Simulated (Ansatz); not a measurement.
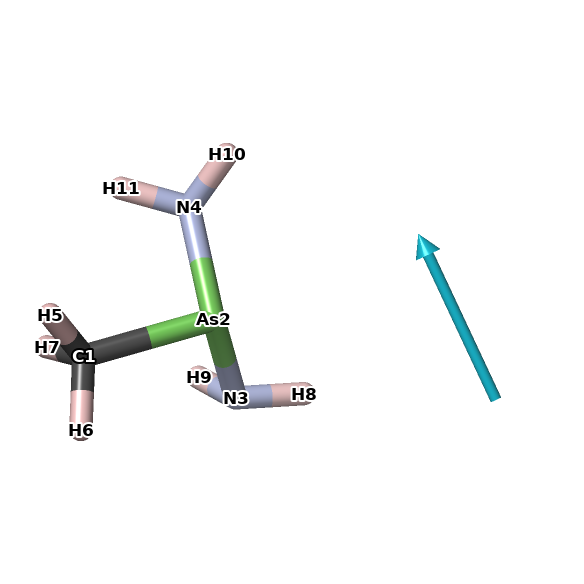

The arrow beside the molecule shows the direction of the dipole moment, from the negative to the positive end (its length means nothing). The computed structure is the end point of a PBE-D4/def2-SVP optimisation. No frequency run is at hand to confirm it as a minimum. Method: RKS PBE-D4/def2-SVP (Ansatz 0.2.0).

### How large is the dipole moment?

1.52 D; it points from the side of H8 to the side of H11 (the outermost atoms at the two ends).
